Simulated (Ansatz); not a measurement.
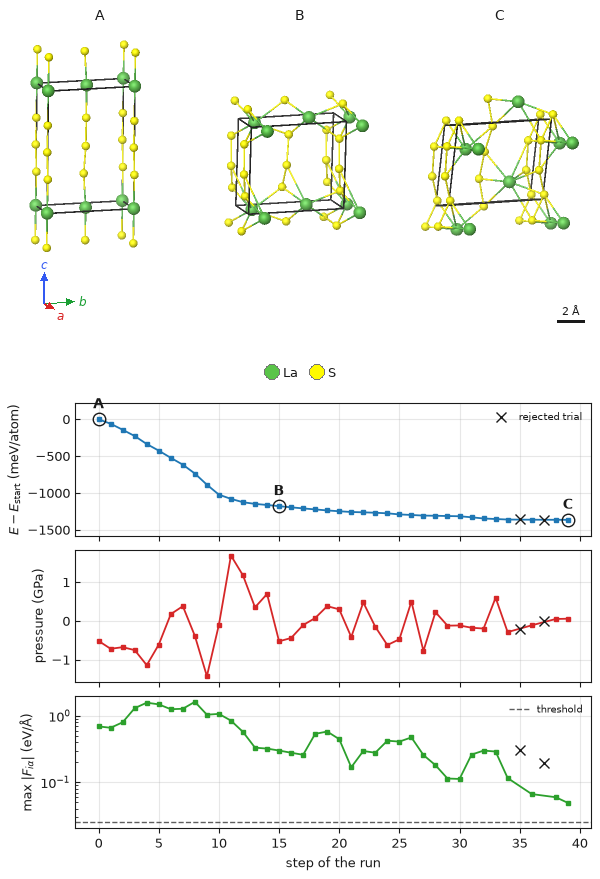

Frames of a relaxation of crystalline LaS3 (a generated structure, set up in P1) (coarse preliminary run), marked on the history of the run. Style: ball-and-stick. Shown: the cell of the calculation, slightly off an axis.

Computed with Ansatz 0.2.0, DFT PBE, scalar-relativistic, plane waves, PAW.

The input:
```yaml
crystal:
  lattice:
    - [1.9533221884, -3.3236964612, -0.073651305]
    - [-5.9668521411, -3.3854068773, -0.0432258669]
    - [0.0378917883, -0.1899534616, -9.5952478739]
  atoms:
    - { symbol: La, position: [0.5078752641, 0.508244251, 0.9974240593] }
    - { symbol: La, position: [1.0057783209, 0.9984996541, 1.0023079808] }
    - { symbol: S, position: [0.4814467914, 0.4859717183, 0.2751923071] }
    - { symbol: S, position: [0.0162165671, 1.0013619496, 0.2777166819] }
    - { symbol: S, position: [0.9869794106, 0.9994304016, 0.7173187006] }
    - { symbol: S, position: [0.4766916359, 0.5105558882, 0.7286649719] }
    - { symbol: S, position: [0.0157945143, 0.9915989077, 0.5006704467] }
    - { symbol: S, position: [0.5092174957, 0.5043372296, 0.5007048518] }
basis:
  ecutwfc: 420
kpoints:
  mp_grid: { grid: [6, 4, 2] }
hamiltonian:
  xc: pbe
scf:
  occupations: { method: gaussian, width: 0.2 }
  lower_state_search: "off"
output:
  forces: true
  stress: true
  eigenvalues: true
relax:
  adjacent_minimum: "off"
  f_tol: 0.025
  max_steps: 60
  cell: { stress_tol: 0.25 }
```

Launched with:
```bash
ansatz run input.yaml --threads 1 --pin off --max-ram 2560MiB --backend cpu --events-out ev --progress --plain --runs-dir out
```

Q: What happens along the run?

A: The run was cut off at its time limit before the relaxation converged, so the last structure is only a point on the way. After 37 accepted moves (39 points after the start) the energy has fallen by 1363 meV per atom. Largest force component: 0.69 eV/Å at the start, 0.049 eV/Å at the end. Pressure: −0.51 GPa at the start and 0.06 GPa at the end. The line search rejected the trial steps at points 35, 37 of the run. The largest move relative to the cell is that of La2, 2.83 Å roughly along [3 1 −2]. Largest moves by element: La 2.83 Å, S 1.59 Å. The drawn cell changes as follows: a 3.856 → 4.402 Å (+14.2 %), b 6.860 → 7.450 Å (+8.6 %), c 9.597 → 6.932 Å (−27.8 %), α 89.3° → 87.4°, β 87.8° → 62.6°, γ 90.9° → 90.7°; the volume changes by −20.6 %. Near-neighbour distances that change, for instance: La2–S3 9.384 → 3.062 Å, La2–S8 8.103 → 3.008 Å, La1–S5 7.928 → 3.769 Å, La1–S7 6.252 → 2.973 Å. New bonds form: La1–S3 (4.69 → 2.93 Å), La1–S4 (4.79 → 2.86 Å), La1–S5 (4.60 → 3.45 Å), La1–S6 (4.46 → 2.89 Å). Bond angles that change, for instance: La1–S3–S8 171.8° → 68.2°, La2–S5–S7 175.1° → 105.2°, La2–S4–S7 177.6° → 116.9°. The space group stays P1 (No. 1). Cost: 9.7 min on 1 thread of Intel(R) Xeon(R) 6975P-C (Granite Rapids), with other jobs on the host, peak memory 0.6 GiB. From step 0 to 15: La atoms move most (1.76 Å), volume −7.5 %, energy −1178 meV per atom. From step 15 to 39: La2 moves most (1.82 Å), volume −14.2 %, energy −185 meV per atom.

```
step  E − E(0), meV/atom  largest force component, eV/Å  pressure, GPa  volume, Å³/atom      note
   0                0.00                         0.6948          -0.51           31.705          
   1              -60.21                         0.6628          -0.71           31.190          
   2             -141.86                         0.8023          -0.67           30.789          
   3             -226.77                         1.3082          -0.75           30.358          
   4             -335.17                         1.5805          -1.14           29.895          
   5             -424.89                         1.4912          -0.61           29.334          
   6             -522.58                         1.2600           0.18           29.200          
   7             -615.24                         1.2805           0.38           29.232          
   8             -735.15                         1.6279          -0.38           28.939          
   9             -886.46                         1.0432          -1.42           28.151          
  10            -1021.70                         1.0719          -0.09           27.226          
  12            -1123.97                         0.5744           1.18           27.529          
  13            -1146.81                         0.3330           0.35           28.402          
  15            -1177.56                         0.3014          -0.52           29.332          
  16            -1193.43                         0.2793          -0.44           28.965          
  18            -1221.72                         0.5371           0.08           28.017          
  19            -1235.64                         0.5816           0.38           27.657          
  21            -1256.65                         0.1690          -0.41           27.731          
  22            -1261.08                         0.2965           0.48           27.370          
  24            -1274.58                         0.4238          -0.62           27.285          
  25            -1289.52                         0.4106          -0.47           26.824          
  27            -1305.44                         0.2579          -0.77           26.915          
  28            -1307.61                         0.1814           0.23           26.073          
  30            -1314.35                         0.1126          -0.11           26.147          
  31            -1328.38                         0.2618          -0.17           25.584          
  33            -1351.83                         0.2911           0.60           24.738          
  34            -1358.93                         0.1163          -0.28           25.208          
  36            -1361.44                         0.0668          -0.11           25.164          
  37            -1361.40                         0.1957           0.01           25.201  rejected
  39            -1362.91                         0.0493           0.06           25.180
```

Limits of the set-up: layers or molecules are held without a dispersion correction, so their spacing is unreliable.
